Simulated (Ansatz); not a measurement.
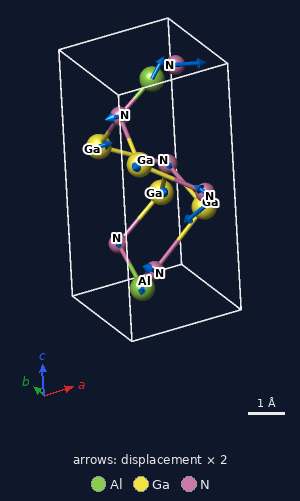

This is a relaxation of solid AlGa₂N₃ (a generated structure, set up in P1) (coarse preliminary run). The starting structure is drawn; blue arrows show the displacements (the part carried along by the change of the cell is left out), 2 times their true length.

The picture is a ball-and-stick view of the cell of the calculation, reduced to other axes, seen slightly off an axis. Lengths and directions refer to the drawn axes.

All numbers below come from Ansatz 0.2.0, DFT PBE, scalar-relativistic, plane waves, PAW. Set-up: plane-wave cutoff 420 eV; k-point mesh 4 × 2 × 4; occupations gaussian; smearing width 0.1 eV; no spin polarisation; cell and atoms relaxed; force threshold 0.025 eV/Å; at most 60 steps.

### Describe the change and its energy.

The largest move relative to the cell is that of an N atom, 0.46 Å roughly along +a. Largest moves by element: N 0.46 Å, Ga 0.46 Å, Al 0.36 Å. The drawn cell changes as follows: a 3.237 → 3.190 Å (−1.5 %), b 6.302 → 6.379 Å (+1.2 %), c 6.855 → 7.083 Å (+3.3 %), α 77.9° → 77.0°, β 77.3° → 77.0°, γ 89.3° → 90.0°; the volume changes by +2.5 %. Near-neighbour distances that change, for instance: Al–N 1.377 → 1.911 Å, Al–N 2.316 → 1.911 Å, Al–N 1.539 → 1.911 Å, Al–N 2.279 → 1.911 Å. Among the angles between lasting bonds that change: N–Ga–N 89.1° → 110.1°, N–Al–N 87.3° → 107.7°, Al–N–Ga 89.7° → 108.9°. The space group (tolerance 0.01 Å) goes from P1 (No. 1) to I-4m2 (No. 119). After 5 accepted moves (7 points after the start) the energy has fallen by 12.649 eV per cell of the calculation. Largest force component: 23 eV/Å at the start, 0.0032 eV/Å at the end. The pressure goes from 34.43 to 0.01 GPa. The SCF was repeated twice at an unchanged geometry on a basis and grid sized afresh for the cell, which shifted the energy by 15.2 meV per cell of the calculation at most.
